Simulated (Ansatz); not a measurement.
## Si₃N₃H₁₃: geometry relaxation (part 2 of 2)

Si₃N₃H₁₃; RKS PBE0-D4/def2-TZVP (Ansatz 0.2.0). The geometry is a transition state displaced along its imaginary mode. The reaction was set up to form Si1–N5 and N2–H4 and to break Si1–N2 and H4–N5 (atoms counted from 1 in the order of the input); sticks are drawn by distance alone.

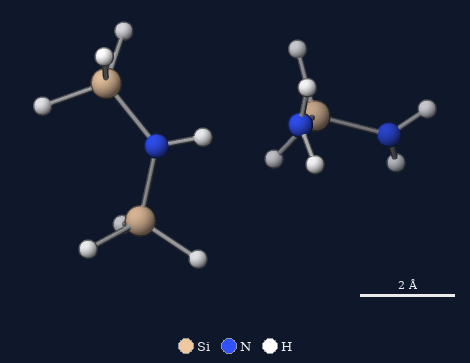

The geometry at step 35 of the log (ball-and-stick view, seen at a tilt).

```
mean field -28304.62511466 eV, -1040.1757873997 hartree, gradient 2.6e-5 eV, S^2 0.000000; 1 other end points of the search recorded, 0 dependent functions left out
the calculation of the forces begins
reference -28304.62516154 eV, -1040.1757891226 hartree; 38, 38 occupied and 244, 244 virtual orbitals, 1841 factors
Total energy: -28305.00319063 eV, -1040.1896814353 hartree
Atom 0 at    -1.053397     1.824989    -0.636752 Å, force    -0.001975     0.002604    -0.001322 eV/Å
Atom 1 at     0.427128     1.707667     0.248774 Å, force     0.001091    -0.001385    -0.000820 eV/Å
Atom 2 at    -1.094762     3.107807    -1.767605 Å, force     0.000103    -0.000997    -0.000087 eV/Å
Atom 3 at     0.555793    -0.371409     0.547658 Å, force     0.000238     0.000093     0.000003 eV/Å
Atom 4 at     0.623265    -1.388980     0.607318 Å, force    -0.000461    -0.002573     0.003897 eV/Å
Atom 5 at     0.680088    -2.037180     2.197093 Å, force    -0.000511     0.001582    -0.001814 eV/Å
Atom 6 at     0.490639    -2.214300    -0.894724 Å, force     0.000318    -0.002794    -0.000471 eV/Å
Atom 7 at    -1.252902     0.608448    -1.464541 Å, force     0.000085    -0.000060     0.000078 eV/Å
Atom 8 at    -2.079251     1.899934     0.439190 Å, force     0.000623    -0.000085    -0.000615 eV/Å
Atom 9 at     0.462673     2.106356     1.174219 Å, force     0.000772     0.000849     0.000102 eV/Å
Atom 10 at     1.301165     1.859372    -0.233490 Å, force    -0.001015     0.000061     0.001353 eV/Å
Atom 11 at    -1.458154     2.959534    -2.693748 Å, force     0.000046    -0.000110     0.000066 eV/Å
Atom 12 at    -1.119635     4.078289    -1.503436 Å, force     0.000101    -0.000779     0.001142 eV/Å
Atom 13 at     1.706699    -1.332372     3.015257 Å, force    -0.000520    -0.000425    -0.000518 eV/Å
Atom 14 at    -0.611549    -1.919068     2.934317 Å, force     0.001506    -0.000280    -0.000893 eV/Å
Atom 15 at     1.026044    -3.479012     2.098344 Å, force    -0.000384     0.001416     0.000101 eV/Å
Atom 16 at     1.083169    -3.569557    -0.746161 Å, force    -0.000077     0.000843     0.000207 eV/Å
Atom 17 at    -0.911569    -2.382571    -1.374711 Å, force     0.000868     0.001152    -0.000041 eV/Å
Atom 18 at     1.224456    -1.458048    -1.947002 Å, force    -0.000808     0.000889    -0.000370 eV/Å
Dipole moment:    -0.004691     0.790785    -0.149704 e Å
```

Trajectory as extended XYZ (Å, eV, eV/Å), 6 of the 58 frames kept, from step=1 to step=58:
```
19
Properties=species:S:1:pos:R:3:forces:R:3 step=1 energy=-28303.36904
Si   -0.7058    1.0552    0.0080   -0.0517  -0.0565   0.1420
N     1.0260    1.6573    0.1857   -0.2656   0.3812  -0.1127
N    -1.0073    1.9232   -1.4306    0.0107   0.1471  -0.0646
H     1.0688   -0.0998    0.3439    5.6812   4.3217   0.6337
N     0.4045   -0.7173    0.2773   -5.5534  -5.3803  -0.4907
Si   -0.0129   -1.4435    1.8394   -0.0540   0.0061  -0.1865
Si    0.4983   -1.7175   -1.1786   -0.0754   0.0404   0.1565
H    -1.8921    0.0968   -0.2711    0.3068   0.1240   0.0444
H    -1.0642    1.3610    1.4406    0.0215   0.0703  -0.0320
H     1.2228    2.2317    0.9884   -0.0448   0.1217   0.0810
H     1.5265    2.0109   -0.6161   -0.0442   0.0809  -0.0372
H    -1.8512    1.7940   -1.9601   -0.0314   0.0091  -0.0537
H    -0.4773    2.7389   -1.6801   -0.0710   0.1182  -0.1165
H     0.6437   -0.6307    2.8823    0.0403   0.0119   0.0667
H    -1.4851   -1.4690    2.0142    0.0462   0.0133  -0.0479
H     0.5102   -2.8349    1.8472   -0.0169  -0.0177   0.0613
H     1.4805   -2.7993   -0.9329    0.0447  -0.0665  -0.0717
H    -0.8305   -2.3089   -1.4705    0.0343   0.0485   0.0772
H     0.9450   -0.8481   -2.2871    0.0227   0.0265  -0.0494
19
Properties=species:S:1:pos:R:3:forces:R:3 step=12 energy=-28304.94575
Si   -0.7538    1.6475   -0.3339   -0.0935  -0.0877   0.0011
N     0.9499    1.7952   -0.1242    0.1309  -0.0304   0.0163
N    -1.4230    2.8428   -1.3558    0.0092   0.1169  -0.0348
H     1.2464   -0.4614    0.4607   -0.0409   0.0755  -0.0324
N     0.8605   -1.3965    0.5301    0.0281  -0.0563   0.0266
Si    0.0245   -1.7545    1.9933    0.0326  -0.0030  -0.0030
Si    0.7444   -2.2519   -0.9607    0.0227  -0.0377   0.0291
H    -1.1238    0.3763   -1.0078    0.0172   0.0237   0.0164
H    -1.2646    1.6460    1.0672    0.0314  -0.0021  -0.0067
H     1.3074    2.2238    0.7146   -0.0402  -0.0007   0.0181
H     1.5410    2.0149   -0.9120   -0.0356  -0.0325  -0.0067
H    -2.1415    2.6118   -2.0215    0.0189   0.0068   0.0293
H    -1.4024    3.8263   -1.1414   -0.0279  -0.0354  -0.0182
H     0.5212   -0.8416    3.0573   -0.0073  -0.0019  -0.0087
H    -1.4504   -1.5827    1.8680   -0.0146   0.0000   0.0307
H     0.2693   -3.1673    2.4017   -0.0045   0.0401  -0.0318
H     1.7812   -3.3163   -1.1102   -0.0386   0.0465   0.0154
H    -0.5880   -2.9134   -1.0343    0.0120  -0.0217  -0.0384
H     0.9015   -1.2991   -2.0912    0.0002  -0.0003  -0.0022
19
Properties=species:S:1:pos:R:3:forces:R:3 step=24 energy=-28304.99128
Si   -0.9914    1.8581   -0.4635   -0.0042  -0.0038   0.0005
N     0.6918    1.6190   -0.1393   -0.0114  -0.0106  -0.0002
N    -1.3704    3.2646   -1.3602    0.0007   0.0085  -0.0020
H     0.7125   -0.4317    0.2451    0.0037   0.0124  -0.0009
N     0.6425   -1.4272    0.4590    0.0016   0.0022  -0.0039
Si    0.1846   -1.8296    2.0638   -0.0144  -0.0197   0.0359
Si    0.9154   -2.4810   -0.8710   -0.0019  -0.0084   0.0068
H    -1.4958    0.7438   -1.3031    0.0020   0.0011   0.0035
H    -1.5909    1.8257    0.8982    0.0003  -0.0011  -0.0035
H     1.0670    1.9965    0.7175    0.0105   0.0065  -0.0001
H     1.3562    1.7350   -0.8909    0.0018   0.0042   0.0019
H    -1.9861    3.2177   -2.1537   -0.0031  -0.0020  -0.0046
H    -1.2937    4.1988   -0.9951    0.0018  -0.0043   0.0025
H     1.0615   -1.1580    3.0677   -0.0256  -0.0235  -0.0278
H    -1.2211   -1.4447    2.3868    0.0365  -0.0039  -0.0060
H     0.3099   -3.3066    2.2115    0.0013   0.0369  -0.0003
H     2.0973   -3.3645   -0.6650    0.0037  -0.0010   0.0000
H    -0.2467   -3.3759   -1.1330    0.0003   0.0074  -0.0037
H     1.1575   -1.6400   -2.0746   -0.0038  -0.0009   0.0019
19
Properties=species:S:1:pos:R:3:forces:R:3 step=35 energy=-28304.99539
Si   -0.9898    1.7997   -0.5090    0.0430  -0.0035   0.0213
N     0.6656    1.6834   -0.0051   -0.0557   0.0122  -0.0534
N    -1.3463    3.0922   -1.5725    0.0085  -0.0015   0.0138
H     0.7467   -0.3584    0.4546   -0.0002   0.0162   0.0045
N     0.6839   -1.3699    0.5751   -0.0041  -0.0558  -0.0088
Si    0.3307   -1.9466    2.1549    0.0020   0.0254  -0.0287
Si    0.7762   -2.2671   -0.8907   -0.0307  -0.0044   0.0256
H    -1.3557    0.5851   -1.2795    0.0020   0.0068   0.0073
H    -1.7205    1.8620    0.7872    0.0129  -0.0009  -0.0244
H     0.9332    2.1556    0.8454    0.0074  -0.0007  -0.0104
H     1.3931    1.7789   -0.7006   -0.0288   0.0015   0.0372
H    -1.8701    2.9354   -2.4166    0.0071  -0.0057   0.0079
H    -1.3552    4.0591   -1.2952    0.0028  -0.0104   0.0002
H     1.4099   -1.6201    3.1313   -0.0171  -0.0037  -0.0121
H    -0.9358   -1.3752    2.6987    0.0252  -0.0129  -0.0061
H     0.1919   -3.4252    2.0696    0.0027   0.0041   0.0026
H     1.7445   -3.3957   -0.7772   -0.0323   0.0351  -0.0072
H    -0.5321   -2.8566   -1.3081    0.0573   0.0240   0.0140
H     1.2297   -1.3367   -1.9622   -0.0018  -0.0256   0.0166
19
Properties=species:S:1:pos:R:3:forces:R:3 step=47 energy=-28305.00248
Si   -1.0480    1.8135   -0.6012    0.0125   0.0125   0.0024
N     0.4891    1.7092    0.1870    0.0234   0.0221   0.0039
N    -1.1793    3.0869   -1.7366   -0.0003  -0.0130   0.0025
H     0.6062   -0.3611    0.5393    0.0006  -0.0097   0.0068
N     0.6407   -1.3801    0.6073    0.0019  -0.0053   0.0199
Si    0.6029   -2.0296    2.1979    0.0033   0.0000  -0.0056
Si    0.5686   -2.2030   -0.8999   -0.0014  -0.0057  -0.0031
H    -1.2892    0.5882   -1.4041    0.0010   0.0014   0.0006
H    -2.0002    1.8935    0.5402    0.0044   0.0003  -0.0065
H     0.5897    2.1375    1.0951   -0.0148  -0.0126  -0.0214
H     1.3293    1.8475   -0.3572   -0.0285  -0.0087   0.0068
H    -1.5849    2.9240   -2.6426    0.0033   0.0009   0.0089
H    -1.2026    4.0598   -1.4813    0.0001  -0.0027   0.0024
H     1.6933   -1.4591    3.0408   -0.0197  -0.0083  -0.0136
H    -0.6793   -1.7552    2.9108    0.0185  -0.0052  -0.0083
H     0.7784   -3.5034    2.0976   -0.0030   0.0297   0.0000
H     1.1566   -3.5589   -0.7375   -0.0003   0.0060  -0.0008
H    -0.8128   -2.3709   -1.4372   -0.0009  -0.0009   0.0025
H     1.3416   -1.4388   -1.9183   -0.0001  -0.0011   0.0024
19
Properties=species:S:1:pos:R:3:forces:R:3 step=58 energy=-28305.00314
Si   -1.0534    1.8250   -0.6368   -0.0020   0.0026  -0.0013
N     0.4271    1.7077    0.2488    0.0011  -0.0014  -0.0008
N    -1.0948    3.1078   -1.7676    0.0001  -0.0010  -0.0001
H     0.5558   -0.3714    0.5477    0.0002   0.0001   0.0000
N     0.6233   -1.3890    0.6073   -0.0005  -0.0026   0.0039
Si    0.6801   -2.0372    2.1971   -0.0005   0.0016  -0.0018
Si    0.4906   -2.2143   -0.8947    0.0003  -0.0028  -0.0005
H    -1.2529    0.6084   -1.4645    0.0001  -0.0001   0.0001
H    -2.0793    1.8999    0.4392    0.0006  -0.0001  -0.0006
H     0.4627    2.1064    1.1742    0.0008   0.0008   0.0001
H     1.3012    1.8594   -0.2335   -0.0010   0.0001   0.0014
H    -1.4582    2.9595   -2.6937    0.0000  -0.0001   0.0001
H    -1.1196    4.0783   -1.5034    0.0001  -0.0008   0.0011
H     1.7067   -1.3324    3.0153   -0.0005  -0.0004  -0.0005
H    -0.6115   -1.9191    2.9343    0.0015  -0.0003  -0.0009
H     1.0260   -3.4790    2.0983   -0.0004   0.0014   0.0001
H     1.0832   -3.5696   -0.7462   -0.0001   0.0008   0.0002
H    -0.9116   -2.3826   -1.3747    0.0009   0.0012   0.0000
H     1.2245   -1.4580   -1.9470   -0.0008   0.0009  -0.0004
```

The run was set up as follows.

The input:
```yaml
crystal:
  periodic: [false, false, false]
  atoms:
    - {symbol: Si, position_ang: [-0.705822, 1.055223, 0.007970]}
    - {symbol: N, position_ang: [1.026039, 1.657274, 0.185705]}
    - {symbol: N, position_ang: [-1.007349, 1.923166, -1.430622]}
    - {symbol: H, position_ang: [1.068809, -0.099760, 0.343876]}
    - {symbol: N, position_ang: [0.404480, -0.717345, 0.277302]}
    - {symbol: Si, position_ang: [-0.012939, -1.443495, 1.839382]}
    - {symbol: Si, position_ang: [0.498263, -1.717508, -1.178608]}
    - {symbol: H, position_ang: [-1.892114, 0.096807, -0.271093]}
    - {symbol: H, position_ang: [-1.064223, 1.361001, 1.440633]}
    - {symbol: H, position_ang: [1.222799, 2.231680, 0.988437]}
    - {symbol: H, position_ang: [1.526537, 2.010862, -0.616097]}
    - {symbol: H, position_ang: [-1.851164, 1.793963, -1.960086]}
    - {symbol: H, position_ang: [-0.477314, 2.738923, -1.680107]}
    - {symbol: H, position_ang: [0.643671, -0.630690, 2.882330]}
    - {symbol: H, position_ang: [-1.485080, -1.468978, 2.014160]}
    - {symbol: H, position_ang: [0.510225, -2.834864, 1.847218]}
    - {symbol: H, position_ang: [1.480525, -2.799302, -0.932895]}
    - {symbol: H, position_ang: [-0.830450, -2.308925, -1.470454]}
    - {symbol: H, position_ang: [0.945008, -0.848132, -2.287051]}
basis:
  gaussian: {orbitals: def2-TZVP}
hamiltonian: {xc: pbe0, dispersion: d4}
relax: {f_tol: 0.005, max_steps: 200}
```

Launch command:
```bash
ansatz run in.yaml --threads 4 --pin off --events-out ev --progress --plain --max-ram 66560MiB --backend cuda --devices 0, --max-vram 37GiB
```

Results in brief:

```json
{"quantity": "outcome", "value": "converged"}
{"quantity": "total energy", "value": "−28305.0032 eV"}
{"quantity": "mean-field energy", "value": "−28304.6252 eV"}
{"quantity": "dispersion energy", "value": "−0.3780 eV"}
{"quantity": "SCF solution under orbital rotations", "value": "stable"}
{"quantity": "largest force (length of the vector) at the end", "value": "0.005 eV/Å"}
{"quantity": "dipole moment", "value": "3.87 D"}
{"quantity": "hardware", "value": "4 CPU threads, shared host"}
{"quantity": "wall time", "value": "3.6 min (CPU time 4.3 min)"}
{"quantity": "peak memory", "value": "0.93 GiB"}
```
